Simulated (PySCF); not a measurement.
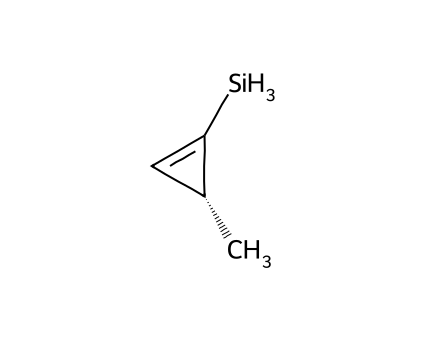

Skeletal drawing of a molecule.

Question: Give its SMILES.

Answer: C[C@@H]1C=C1[SiH3]

Question: Give the formula, hydrogens included.

Answer: C4H8Si.

Question: An optimisation with PBE0-D3(BJ)/def2-SVP gave a structure of which point group?

Answer: C1.

More results for the same structure follow; atom numbers are the same in all pictures, views and colours differ. Computed geometry: PBE0-D3(BJ)/def2-SVP optimisation. No frequency run is at hand to confirm it as a minimum.

**NMR shielding**

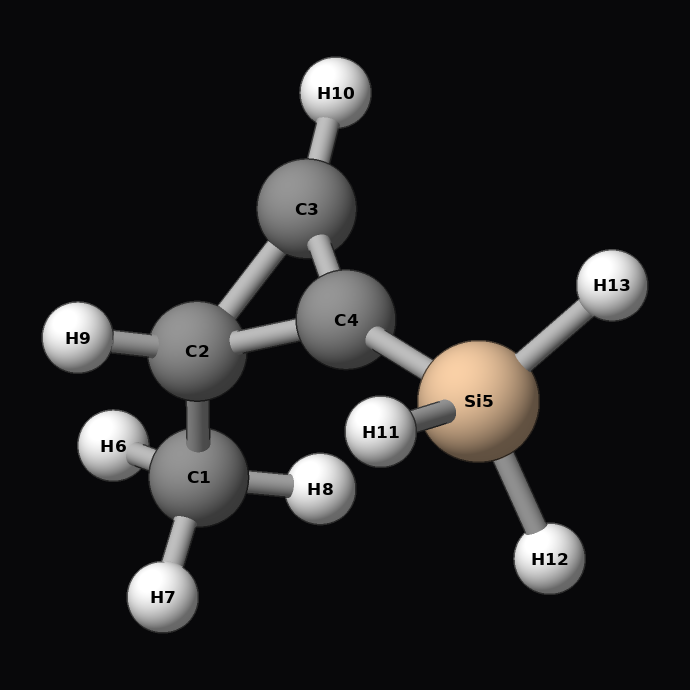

No frequency run is at hand to confirm it as a minimum. Properties computed with GIAO PBE0/6-31G NMR shielding, non-relativistic, gas phase (PySCF 2.14.0). Principal shieldings σ11 ≤ σ22 ≤ σ33, span Ω = σ33 − σ11, skew κ = 3(σiso − σ22)/Ω.

Give the shielding tensors of the Si atoms.

```json
{"atom": "Si5", "σ11": "473.4", "σ22": "502.4", "σ33": "534.0", "σiso": "503.3", "Ω": "60.7", "κ": "0.04"}
```

Shieldings and span in ppm.

**Core levels**

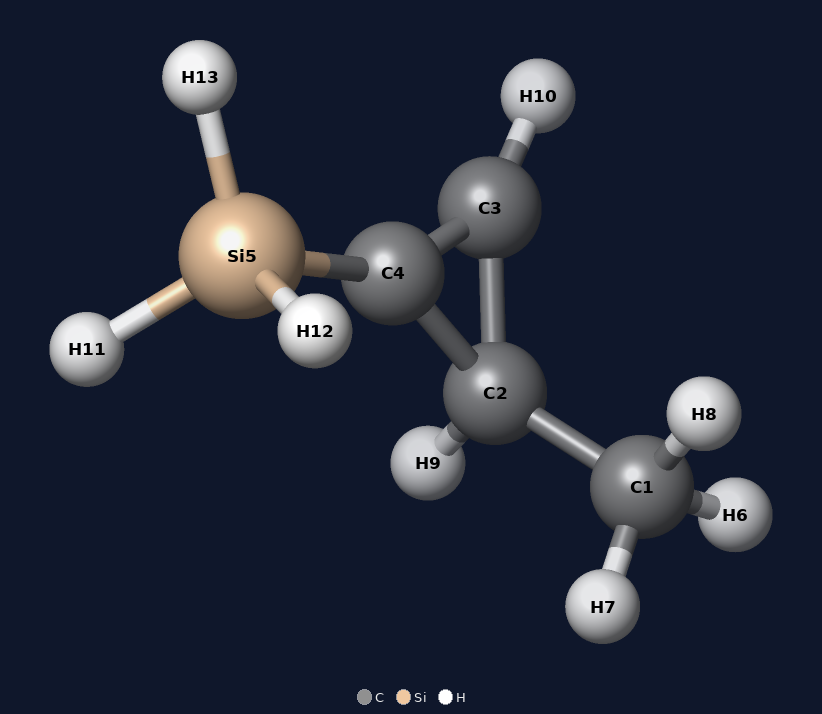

No frequency run is at hand to confirm it as a minimum. Properties computed with delta-SCF UKS PBE, pcX-2 on the ionised atom, pcseg-1 elsewhere, spin-free X2C (PySCF 2.14.0).

Give the core-electron binding energies (to vacuum; p and d levels without spin–orbit splitting) of C1 1s, C2 1s, C3 1s, C4 1s, Si5 1s, Si5 2p.

```tsv
atom	level	binding energy (eV)
C1	1s	289.6
C2	1s	290.0
C3	1s	289.7
C4	1s	289.4
Si5	1s	1843.3
Si5	2p	106.3
```

**Ring current**

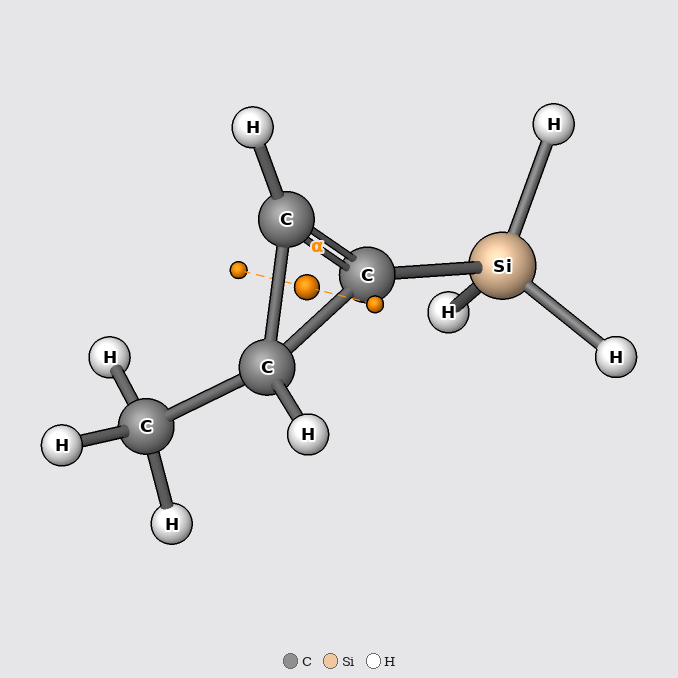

The small points mark where nucleus-independent chemical shifts (NICS) were computed: at the centre of each lettered ring and 1 Å above and below it. No frequency run is at hand to confirm it as a minimum. Properties computed with GIAO ωB97X-D/pcSseg-2 NMR shielding, non-relativistic, gas phase (PySCF 2.14.0).

Give NICS(0), NICS(1) and the out-of-plane component NICS(1)zz for each ring (means of the two sides).

```csv
ring,members,NICS(0),NICS(1),NICS(1)zz
α,C3,−28.5,−7.8,−16.7
```

Values in ppm.

**Electronic properties**

No frequency run is at hand to confirm it as a minimum. Level of theory: PBE0/6-311+G(2d,p), gas phase (PySCF 2.14.0).

Predict the main results.

- dipole moment: 0.54 D
- HOMO energy (Kohn–Sham orbital): −7.27 eV
- LUMO energy (Kohn–Sham orbital): −0.65 eV
- HOMO–LUMO gap: 6.62 eV
